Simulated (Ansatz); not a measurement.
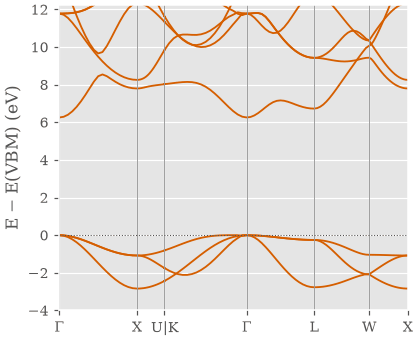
*Band structure from PBE in the plane-wave PAW code Ansatz*

Read off the gap and where the band edges lie.

About 6.3 eV (6.26 eV by a search for the band edges); maximum on the K–Γ line, 81 % of the way from K, minimum at Γ.

Which compound is it?
(A) CaF2, fluorite
(B) MgO, rock salt
(C) LiCl, rock salt

C, LiCl, rock salt

Space group Fm-3m (rock salt). Symmetry was held in the PBE relaxation.

Potentials: the later of the program's two PAW sets.
